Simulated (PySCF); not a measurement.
NMR shielding calculation, with input and output: C$_{3}$HF$_{3}$

The run: NMR shielding calculation of C$_{3}$HF$_{3}$, SMILES C#CC(F)(F)F. Method and program: GIAO PBE0/cc-pVTZ NMR shielding, non-relativistic, gas phase (PySCF 2.14.0).

The geometry comes from this level: PBE0-D3(BJ)/def2-SVP. Figures and captions count atoms from 1; the log counts them from 0 in places.

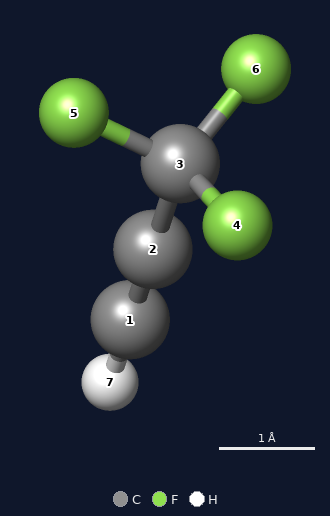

Figure 1. The input geometry (ball-and-stick view, seen at an oblique angle; atoms are numbered from 1 in the order of the input). Bond lengths as drawn: C–C 1.21 to 1.47 Å, C–F 1.33 Å and C–H 1.08 Å.

### Input
```
{"job": {"kind": "nmr", "xc": "PBE0", "basis": "cc-pVTZ", "pop": true}, "charge": 0, "multiplicity": 1}
C      1.628685     0.567921    -0.228533
C      0.516436     0.165422     0.010424
C     -0.838120    -0.322072     0.301701
F     -1.068777    -1.484369    -0.305982
F     -1.756599     0.546592    -0.115367
F     -1.009997    -0.502566     1.609585
H      2.620222     0.927072    -0.440778
```

The first line tells a small driver script what to run in PySCF; the rest is the geometry in Å.

Hardware: 1 CPU thread, shared host.

Command:
```bash
OMP_NUM_THREADS=1 python <driver script> task.json out
```

### Log
```
coarse grid: 7136 points
cycle   1  E = -413.9658752828  dE =  1.041e+00  |g| = 9.279e-01  |ddm| = 5.773e+00
cycle   2  E = -413.8162188117  dE =  1.497e-01  |g| = 1.390e+00  |ddm| = 2.461e+00
cycle   3  E = -414.1004178574  dE = -2.842e-01  |g| = 1.723e-01  |ddm| = 1.485e+00
cycle   4  E = -414.1057765519  dE = -5.359e-03  |g| = 9.176e-02  |ddm| = 3.125e-01
cycle   5  E = -414.1077409847  dE = -1.964e-03  |g| = 1.849e-02  |ddm| = 1.229e-01
cycle   6  E = -414.1078126890  dE = -7.170e-05  |g| = 2.414e-03  |ddm| = 2.835e-02
cycle   7  E = -414.1078139460  dE = -1.257e-06  |g| = 3.920e-04  |ddm| = 4.347e-03
final grid: 73808 points
cycle   8  E = -414.1074516393  dE = -5.759e-05  |g| = 5.436e-03  |ddm| = 1.080e-01
cycle   9  E = -414.1074488229  dE =  2.816e-06  |g| = 7.188e-03  |ddm| = 1.499e-02
cycle  10  E = -414.1074566337  dE = -7.811e-06  |g| = 4.684e-04  |ddm| = 7.774e-03
cycle  11  E = -414.1074566673  dE = -3.363e-08  |g| = 1.531e-04  |ddm| = 1.148e-03
cycle  12  E = -414.1074566724  dE = -5.076e-09  |g| = 4.006e-05  |ddm| = 3.126e-04
cycle  13  E = -414.1074566727  dE = -2.309e-10  |g| = 1.625e-05  |ddm| = 6.311e-05
```

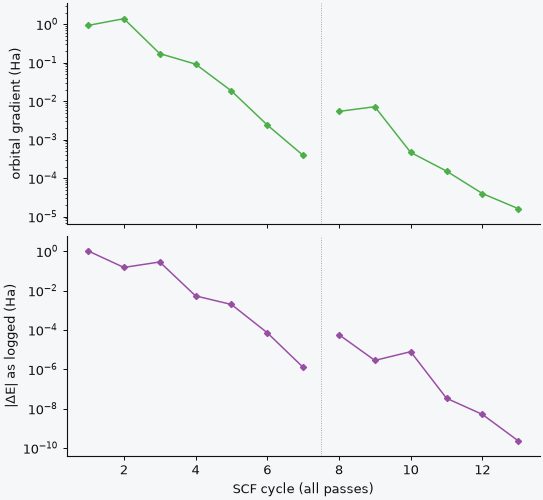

Figure 2. Convergence of the self-consistent field: orbital gradient and size of the energy change against the SCF cycle. The dotted line marks the change from a coarse to the final integration grid. The first 7 cycles use a coarse grid, the final grid takes over at cycle 8, and the field converges after 13 cycles in all.

```
converged SCF energy = -414.1074566727

GIAO shielding tensors (ppm)
atom      isotropic    diamagn.    paramagn.     s11        s22        s33       span
  0 C      108.768     260.935    -152.167     41.867     41.916    242.520    200.653
  1 C      113.056     267.973    -154.917     20.428     20.461    298.280    277.852
  2 C       67.277     239.111    -171.835     57.434     72.167     72.229     14.795
  3 F      242.871     470.524    -227.653    156.954    228.836    342.823    185.869
  4 F      242.810     470.638    -227.828    157.022    228.947    342.461    185.438
  5 F      242.886     469.570    -226.685    157.090    228.924    342.643    185.553
  6 H       28.922      30.303      -1.380     24.437     24.437     37.894     13.457
```

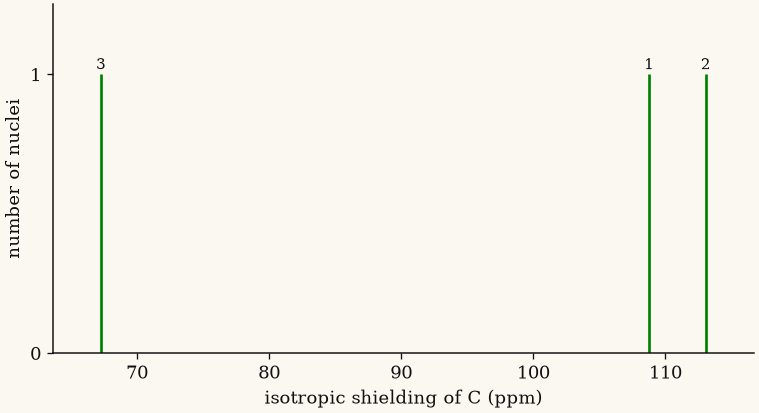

Figure 3. Isotropic shieldings of the carbon nuclei in this fixed geometry, labelled by atom number; shielding grows to the right, so chemical shift grows to the left. The least shielded is C3 (67.3 ppm), the most shielded C2 (113.1 ppm).

### Results in brief

```csv
quantity,value
outcome,converged
total energy,−414.107457 hartree
HOMO,−9.18 eV
LUMO,−0.19 eV
dipole moment,2.19 D
"isotropic shielding, C",67.3 to 113.1 ppm
"isotropic shielding, F",242.8 to 242.9 ppm
"isotropic shielding, H",28.9 ppm
wall time,13 s
peak memory,0.79 GiB
```
